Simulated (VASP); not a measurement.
Band structure of SnS (space group Cmcm). Calculation: PBEsol GGA, VASP's PBE PAW potentials (set 64) (plane waves; VASP).

Unless said otherwise, spin-orbit coupling is left out, though it shifts the bands of the heavy elements here.

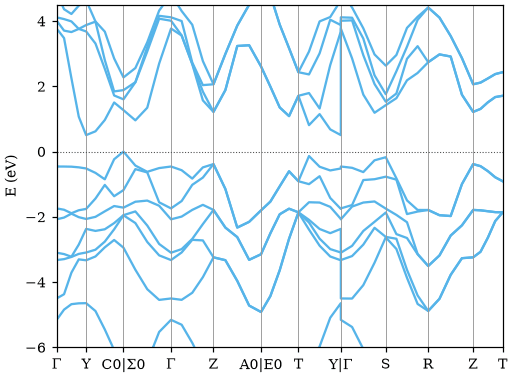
Fig. 1. Bands along high-symmetry lines, zero at the valence-band maximum or, without a gap, the Fermi level

Question: Read the plot: is there a gap, and where are the band edges?

Answer: The gap is indirect, 0.51 eV, from the valence maximum at C0 to the conduction minimum at Y.

The structure comes from a computed database's SnS entry; how it stands against other phases isn't given here. The cell was not relaxed at this level.
